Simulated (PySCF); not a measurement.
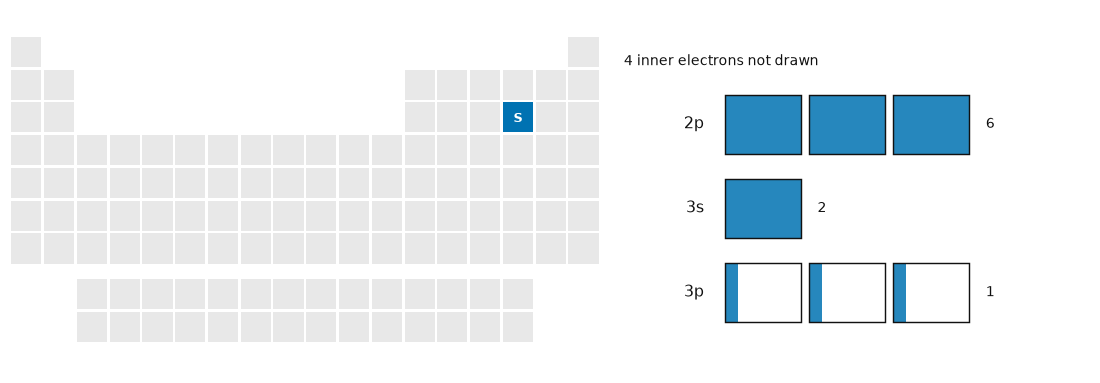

Fig. 1: Left, the place of sulfur in the periodic table; right, the outer shells of the nominal configuration: a box for each of the 2l + 1 orbitals, shaded by the share of the shell that is filled, with the electron count at the right.

Run report: S³⁺, atomic calculation

System: S³⁺, configuration 1s2 2s2 2p6 3s2 3p1, multiplicity 2.
Method: unrestricted M06-L, cc-pV(D+d)Z, non-relativistic, point nucleus (PySCF).

Log (extracts):
```
damping factor = 0
level_shift factor = 0
DIIS = <class 'pyscf.scf.diis.CDIIS'>
diis_start_cycle = 1
diis_space = 10
diis_damp = 0
SCF conv_tol = 1e-09
SCF conv_tol_grad = None
number electrons alpha = 7  beta = 6
XC functionals = M06L
    Y. Zhao and D. G. Truhlar.,  J. Chem. Phys. 125, 194101 (2006)
    Y. Zhao and D. G. Truhlar.,  J. Chem. Phys. 125, 194101 (2006)
    Y. Zhao and D. G. Truhlar.,  Theor. Chem. Acc. 120, 215 (2008)
cycle= 1 E= -395.582831003799  delta_E= -0.00422  |g|= 0.00747  |ddm|= 0.433
cycle= 2 E= -395.58287525214  delta_E= -4.42e-05  |g|= 0.00104  |ddm|= 0.0248
cycle= 3 E= -395.582876095933  delta_E= -8.44e-07  |g|= 0.000108  |ddm|= 0.00316
cycle= 4 E= -395.582876100276  delta_E= -4.34e-09  |g|= 1.67e-06  |ddm|= 0.000226
cycle= 5 E= -395.582876100277  delta_E= -3.41e-13  |g|= 9.73e-08  |ddm|= 6.92e-06
converged SCF energy = -395.582876100277  <S^2> = 0.75394165  2S+1 = 2.0039378
```

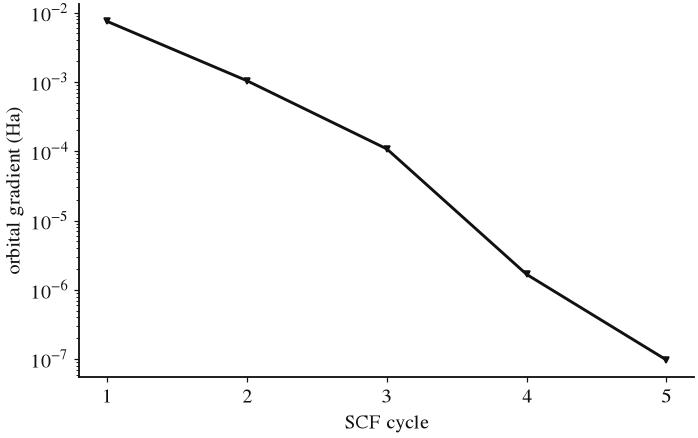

Fig. 2: Convergence: orbital gradient against the SCF cycle. The residual falls at every step. It goes from 0.0075 to 9.7×10⁻⁸ in 5 steps.

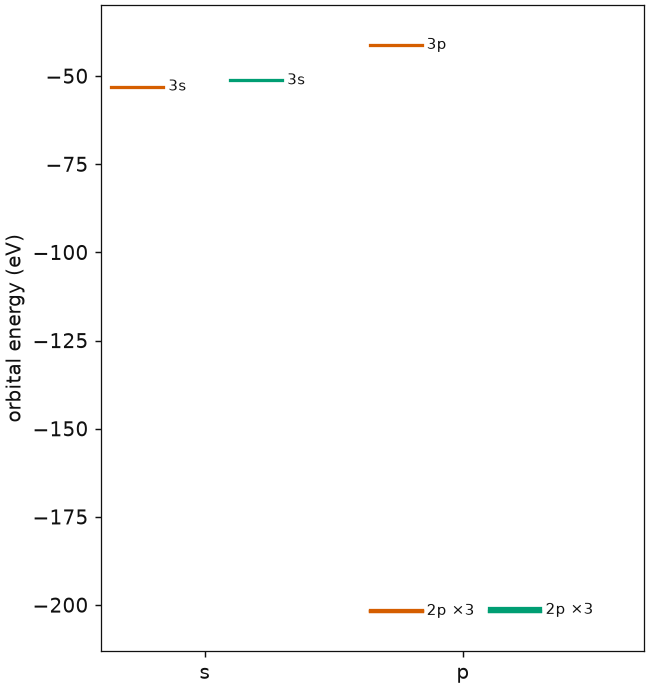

Fig. 3: Orbital energies of the mean field, from the top down to −201.8 eV, by angular momentum, α spin at the left of each column and β at the right; ×n counts the orbitals under one label. The highest filled orbital is 3p α at −41.2 eV, the lowest empty one p α at −40.0 eV.

Input file:
```python
from pyscf import gto, scf, dft, mp, cc
import basis_set_exchange as bse
mol = gto.M(atom="S 0 0 0", charge=3, spin=1, symmetry="D2h",
            basis=gto.basis.parse(bse.get_basis("cc-pV(D+d)Z", elements=["S"], fmt="nwchem", header=False)))
mf = dft.UKS(mol, xc="M06L")
mf.irrep_nelec = {'Ag': (3, 3), 'B1u': (1, 1), 'B2u': (2, 1), 'B3u': (1, 1)}
mf.kernel()
```

The script is an equivalent of what the driver set up; the driver started from orbitals of its own, so the log can be shorter than this script's would be, and it computed the properties (radii, ⟨L²⟩, response) afterwards. It held the occupations shell by shell, which the script's counts by irreducible representation don't always enforce.

The run was one of a batch that the task file lists, launched with:
```bash
OMP_NUM_THREADS=1 python <driver script> TASK.json OUT
```

Summary:

- outcome: converged
- total energy: −395.582876 hartree
- kinetic energy: 394.505369 hartree
- ⟨S²⟩: 0.754
- ⟨L²⟩: 2.01
- SCF iterations: 5
- hardware: 1 thread of Arm Neoverse V1, 23 GiB of memory available, shared host
